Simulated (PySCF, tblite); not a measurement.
**C7H4N radical: geometry, infrared bands and EPR parameters**

What infrared bands and EPR parameters should C7H4N radical (`N#Cc1cc[c]cc1`) show?

Programs: tblite 0.8.0 and PySCF 2.14.0, with density-fitted response routines of our own. Each step states its level of theory. These are calculated values for one molecule in the gas phase, unless marked as measured. Atoms are numbered from 0 throughout.

## Step 1: The starting structure

12 atoms, charge 0, multiplicity 2; geometry from: force field or distance geometry start.

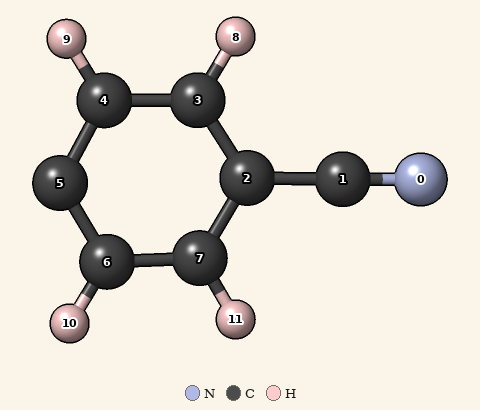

The starting geometry (nitrogen light blue, carbon dark grey, hydrogen pink), atoms numbered.

## Step 2: Optimising the geometry with GFN2-xTB

What the job is given:

```
{"job": {"kind": "relax", "xc": "GFN2-xTB", "basis": "xTB"}, "charge": 0, "multiplicity": 2}
N      3.366700    -0.625800    -0.379600
C      2.220200    -0.422200    -0.273800
C      0.824200    -0.180900    -0.093600
C     -0.100600    -1.185000     0.117400
C     -1.460700    -0.928700     0.292100
C     -1.899700     0.398200     0.212300
C     -1.013200     1.423200    -0.007600
C      0.334000     1.119900    -0.152100
H      0.294000    -2.217900     0.173600
H     -2.170900    -1.727200     0.462700
H     -1.404900     2.426600    -0.050900
H      1.012200     1.919100    -0.326500
```

Command:

```bash
$ OMP_NUM_THREADS=1 python probes_run.py task.json out
```

The driver reads the jobs from task.json and runs them one after another.

The program printed:

```text
step      E/eV     max force
  0    -538.35476    2.847
  1    -538.27562    8.285
  2    -538.45868    1.351
  3    -538.48467    0.784
  4    -538.50405    0.390
  5    -538.52556    0.516
  6    -538.52882    0.200
  7    -538.53031    0.088
  8    -538.53090    0.090
  9    -538.53127    0.049
 10    -538.53139    0.035
 11    -538.53147    0.034
 12    -538.53156    0.034
 13    -538.53163    0.021
 14    -538.53166    0.015
 15    -538.53168    0.016
 16    -538.53170    0.017
 17    -538.53173    0.017
 18    -538.53178    0.023
 19    -538.53184    0.023
 20    -538.53189    0.018
 21    -538.53192    0.015
 22    -538.53194    0.009
```

Run time: 0.23 s. Hardware: 1 thread of AMD EPYC, shared host.

Relaxation path: (the energy doesn't fall at every step)

```
step  energy from step 0 (eV)  largest force (eV/Å)
   0                   0.0000                2.8472
   1                   0.0791                8.2846
   2                  -0.1039                1.3506
   3                  -0.1299                0.7843
   4                  -0.1493                0.3902
   5                  -0.1708                0.5163
   6                  -0.1741                0.2001
   7                  -0.1755                0.0879
   8                  -0.1761                0.0898
   9                  -0.1765                0.0490
  10                  -0.1766                0.0353
  11                  -0.1767                0.0344
  12                  -0.1768                0.0340
  13                  -0.1769                0.0213
  14                  -0.1769                0.0152
  15                  -0.1769                0.0158
  16                  -0.1769                0.0166
  17                  -0.1770                0.0172
  18                  -0.1770                0.0227
  19                  -0.1771                0.0233
  20                  -0.1771                0.0183
  21                  -0.1772                0.0145
  22                  -0.1772                0.0086
```

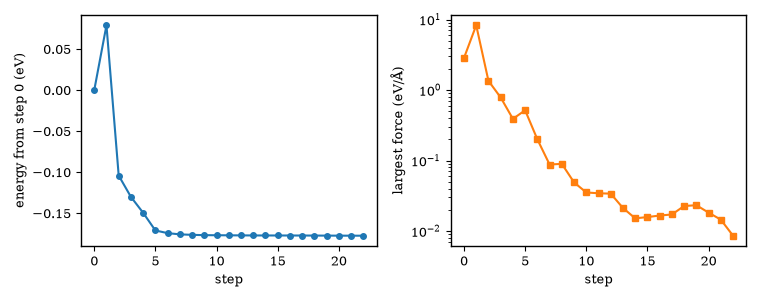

Energy and largest force along the relaxation.

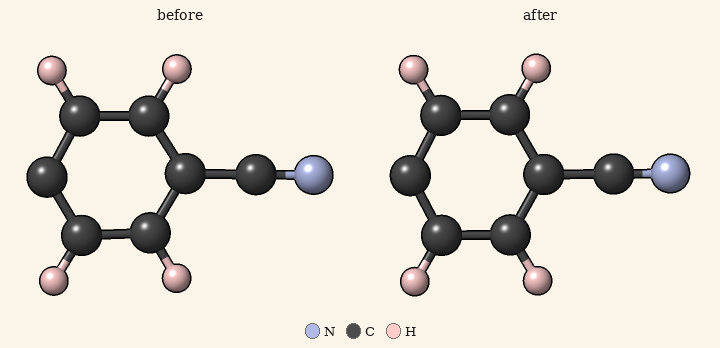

The geometry before (left) and after (right).

Distances of close pairs at the start and the end, largest changes first:

```csv
bond,before (Å),after (Å),change (Å)
C4–C5,1.400,1.364,-0.035
C3–H8,1.107,1.080,-0.027
N0–C1,1.169,1.146,-0.023
C7–H11,1.063,1.081,+0.018
C2–C3,1.381,1.395,+0.014
C1–C2,1.428,1.415,-0.013
C5–C6,1.373,1.365,-0.008
C3–C4,1.395,1.391,-0.004
```

The next job starts from the end point, and lists it.

## Step 3: Vibrational analysis with GFN2-xTB

What the job is given:

```
{"job": {"kind": "ir", "xc": "GFN2-xTB", "basis": "xTB"}, "charge": 0, "multiplicity": 2}
N      3.292639    -0.641339    -0.381032
C      2.174957    -0.423585    -0.252054
C      0.794467    -0.155577    -0.092948
C     -0.089372    -1.211804     0.128720
C     -1.445080    -0.944640     0.284680
C     -1.840155     0.359305     0.210949
C     -1.015752     1.425169    -0.004325
C      0.340719     1.161762    -0.161660
H      0.278258    -2.226570     0.177043
H     -2.143550    -1.748943     0.455934
H     -1.385167     2.437938    -0.054987
H      1.039235     1.967600    -0.336347
```

The program printed:

```text
mode    cm-1     km/mol
  1     135.9      7.44
  2     147.3      7.64
  3     320.7      0.02
  4     364.2      0.14
  5     446.6      2.51
  6     515.9     15.39
  7     524.8      3.85
  8     572.9      1.04
  9     636.9      4.62
 10     738.5      5.06
 11     770.0     20.84
 12     826.1      0.01
 13     891.2      0.00
 14     900.3      0.02
 15     966.9      0.02
 16    1078.2      5.55
 17    1108.3      1.34
 18    1160.2      0.07
 19    1220.0     10.63
 20    1229.3      0.12
 21    1275.0      4.30
 22    1373.7      0.02
 23    1422.1      3.67
 24    1522.3     22.52
 25    1589.7      4.23
 26    2379.7    228.46
 27    3073.2      7.64
 28    3076.1      7.24
 29    3084.8     22.49
 30    3087.8     16.84
```

Run time: 0.52 s. Hardware: 1 thread of AMD EPYC, shared host.

The strongest bands and the atoms that carry them (share of the mass-weighted mode):

```csv
cm⁻¹,km/mol,atoms
147,7.6,"N0 46 %, C2 13 %"
516,15.4,"C1 37 %, C5 13 %, C2 11 %"
770,20.8,"H9 20 %, H10 19 %, H8 14 %, H11 14 %"
1220,10.6,C2 47 %
1522,22.5,"C3 26 %, C7 26 %, C2 16 %, C4 12 %"
2380,228.5,"C1 60 %, N0 39 %"
3085,22.5,"H10 74 %, H11 17 %"
3088,16.8,"H9 74 %, H8 17 %"
```

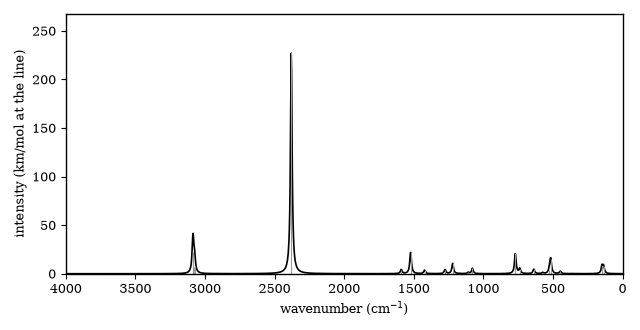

The infrared spectrum from these modes, unscaled. Lines are broadened to a width of 14 cm⁻¹ (Lorentzian).

## Step 4: EPR parameters: B3LYP/pcH-1

The job, as its differences from that of step 3:

```diff
@@ -1,2 +1,2 @@
-{"job": {"kind": "ir", "xc": "GFN2-xTB", "basis": "xTB"}, "charge": 0, "multiplicity": 2}
+{"job": {"kind": "epr", "basis": "pcH-1"}, "charge": 0, "multiplicity": 2}
 N      3.292639    -0.641339    -0.381032
```

Level: UKS B3LYP, pcH-1 on C H N, non-relativistic, mean-field spin-orbit, GIAO.

The program printed:

```text
UKS, coarse grid
  cycle   1  E = -323.76487655  |g| = 3.33e-01
  cycle   2  E = -323.60999649  |g| = 6.91e-01
  cycle   3  E = -323.81577775  |g| = 1.06e-01
  cycle   4  E = -323.82067153  |g| = 3.92e-02
  cycle   5  E = -323.82137690  |g| = 1.49e-02
  cycle   6  E = -323.82149747  |g| = 4.75e-03
  cycle   7  E = -323.82151565  |g| = 2.55e-03
  cycle   8  E = -323.82152376  |g| = 1.07e-03
  cycle   9  E = -323.82152750  |g| = 7.08e-04
UKS, final grid
  cycle   1  E = -323.82151205  |g| = 8.39e-04
  cycle   2  E = -323.82151198  |g| = 1.26e-03
  cycle   3  E = -323.82151272  |g| = 3.06e-04
  cycle   4  E = -323.82151280  |g| = 2.13e-04
  cycle   5  E = -323.82151295  |g| = 1.48e-04
  cycle   6  E = -323.82151296  |g| = 2.32e-05
  cycle   7  E = -323.82151296  |g| = 5.98e-06
E = -323.82151296 Eh   <S^2> = 0.7575 (exact 0.7500)
g shifts (ppm)      1          2          3
  rmc          -163       -163       -163
  gc             29         11        -29
  oz_so        -705        -43        941
  total        -839       -195        749
hyperfine (MHz)  atom isotope    a_iso     a_fc   dipolar eigenvalues
    0   14N      -0.32      -0.32     -1.10      0.39      0.71
    1   13C       5.18       5.18     -0.26     -0.21      0.47
    2   13C      -7.88      -7.88     -6.43      2.26      4.17
    3   13C      50.00      50.00     -6.45     -1.91      8.36
    4   13C      16.05      16.05    -13.80     -2.11     15.92
    5   13C     411.11     411.11    -80.25    -62.99    143.24
    6   13C      16.03      16.03    -13.81     -2.12     15.93
    7   13C      50.01      50.01     -6.45     -1.91      8.36
    8    1H      14.25      14.25     -3.10     -2.35      5.44
    9    1H      57.06      57.06     -6.94     -5.80     12.74
   10    1H      57.00      57.00     -6.94     -5.79     12.73
   11    1H      14.33      14.33     -3.09     -2.35      5.44
```

Wall time 66 s (1 thread of AMD EPYC, shared host); peak memory 0.88 GiB.

Principal g values 2.00148, 2.00212, 2.00307; g(iso) = 2.00222, against 2.00232 for a free electron.

Mean a(iso) over the nuclei that a row names, and the largest dipolar term of the row (other rows stand at the frozen geometry):

```
 nuclei  isotope  a(iso) (MHz)  a(iso) (G, at g = 2.0023)  largest dipolar term (MHz)
     C5      13C         411.1                      146.7                       143.2
H9, H10       1H          57.0                       20.3                        12.7
 C3, C7      13C          50.0                       17.8                         8.4
 C4, C6      13C          16.0                        5.7                        15.9
H8, H11       1H          14.3                        5.1                         5.4
     C2      13C          -7.9                       -2.8                        -6.4
     C1      13C           5.2                        1.8                         0.5
     N0      14N          -0.3                       -0.1                        -1.1
```

Mulliken spin populations:

| atom | value (e) |
| --- | --- |
| N0 | -0.01 |
| C1 | 0.01 |
| C2 | -0.04 |
| C3 | 0.06 |
| C4 | -0.07 |
| C5 | 1.01 |
| C6 | -0.07 |
| C7 | 0.06 |
| H8 | 0.01 |
| H9 | 0.02 |
| H10 | 0.02 |
| H11 | 0.01 |

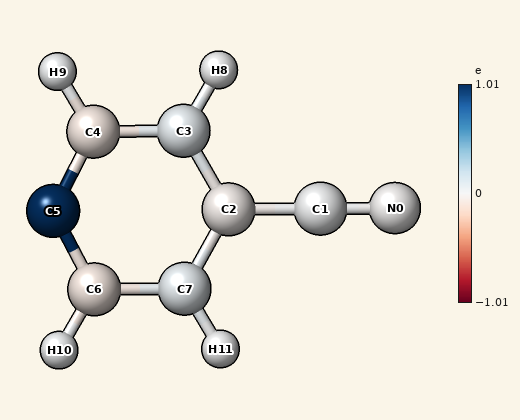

Mulliken spin populations, as colours on the atoms.

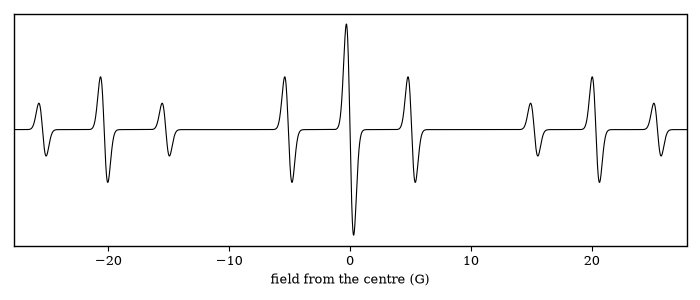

First-order isotropic spectrum (first derivative, main isotopes with spin only, couplings over 0.8 MHz, Gaussian width 0.3 G; couplings of the frozen geometry, rotation of groups not averaged beyond the rows shown).

The fields below are evaluated on a grid from the run's orbitals.

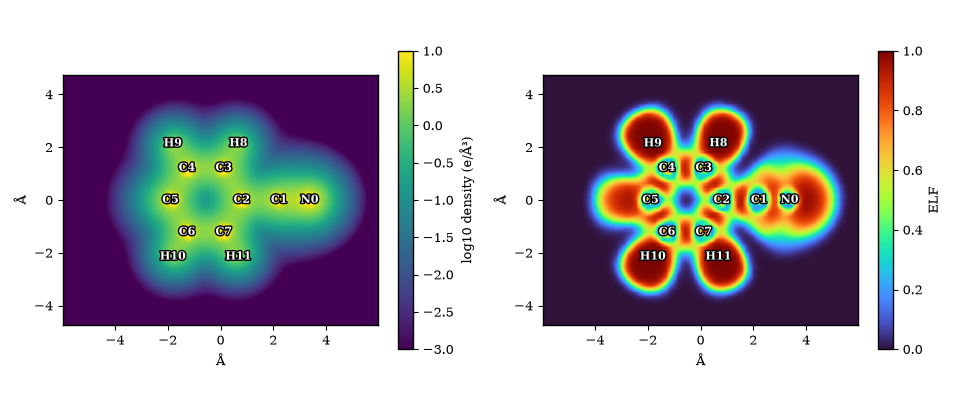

Density (left) and ELF (right) in a plane through or near 12 of the atoms.

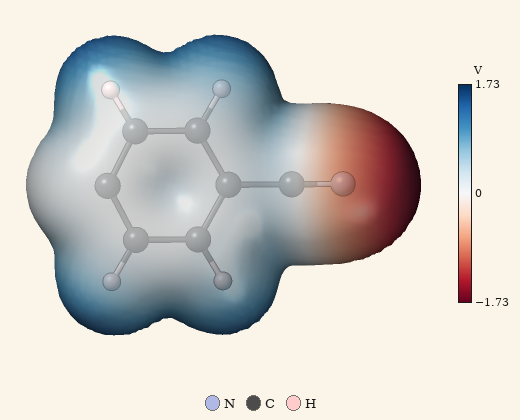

Electrostatic potential on the surface of density 0.002 e/bohr³; red is low, blue high. It runs, from the 1st to the 99th percentile, from -1.73 V near N0 to 1.37 V near H10.

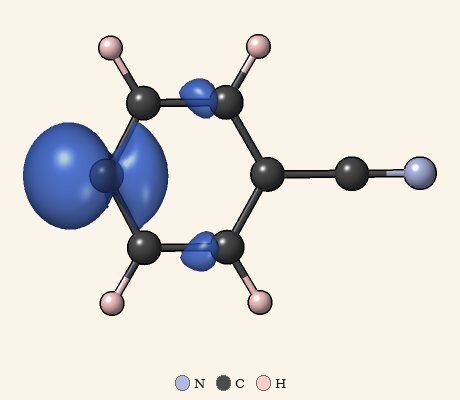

Spin density at ±0.05 e/Å³ (alpha excess blue, beta excess red).

## Step 5: Results

| quantity | value |
| --- | --- |
| strongest single infrared mode (GFN2-xTB) | 2380 cm⁻¹, 228 km/mol |
| zero-point energy (GFN2-xTB) | 52.1 kcal/mol |
| g(iso) (B3LYP) | 2.00222 |
| ⟨S²⟩ | 0.757 (exact 0.75) |
| largest a(iso) (averaged by class) | 13C on C5, 411.1 MHz |
| surface potential, 1st and 99th percentile | -1.73 V and 1.37 V |

What this shows: Relaxing lowered the energy by 0.177 eV in 22 steps; the close pair that moved most is C4–C5, from 1.400 to 1.364 Å. No mode is imaginary among the 30: a minimum at this level. The strongest single mode, at 2380 cm⁻¹, moves mainly C1 and N0. Unscaled tight-binding wavenumbers are off by several per cent, some by more. Its intensities can rank the bands wrongly. Most of the unpaired spin sits on C5 (1.01 e). The isotropic g lies 0.1 ppt below the free-electron value.
